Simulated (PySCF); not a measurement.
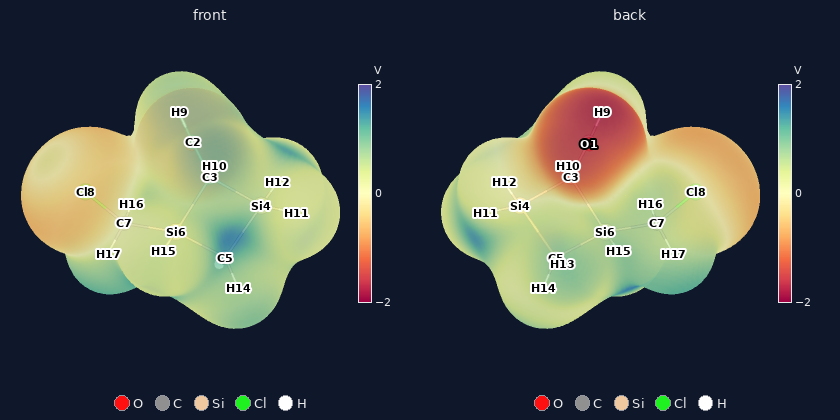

The picture shows: C4H9ClOSi2. The molecular electrostatic potential painted on the density surface at 0.002 e/bohr³, seen from the front and from behind; red is negative and blue positive.

Geometry: GFN2-xTB.

Level of theory: PBE0/pcSseg-1, SCF density, gas phase, non-relativistic in PySCF.

```xyz
17

O     0.1444    1.3963   -1.7708
C     0.3347    1.7912   -0.6408
C     0.7544    0.9295    0.4568
Si    1.9702   -0.4399   -0.1769
C     0.5816   -1.7439    0.0718
Si   -0.5924   -0.4285    0.8104
C    -2.1894   -0.1497   -0.1869
Cl   -3.0155    1.2640    0.5192
H     0.1771    2.8598   -0.3939
H     1.0519    1.5063    1.3280
H     3.0797   -0.5982    0.7662
H     2.4237   -0.2322   -1.5433
H     0.2278   -2.1863   -0.8554
H     0.8331   -2.5636    0.7367
H    -0.9111   -0.5031    2.2375
H    -1.9885    0.0895   -1.2280
H    -2.8889   -0.9793   -0.1405
```

Question: Which sites attract a positive test charge, and which a negative one?

Answer: A positive charge is drawn to the negative regions and a negative charge to the positive ones. The most negative region (about −1.7 V) lies over O1, the most positive (about +1.5 V) over Si4 and Si6. Cl8 shows a σ-hole: about +0.2 V at the tip opposite its bond, against about −0.4 V on its flanks. O1 is the likeliest acceptor of a hydrogen bond.

Question: How polar is the molecule by this calculation?

Answer: Its dipole moment is 2.90 D.
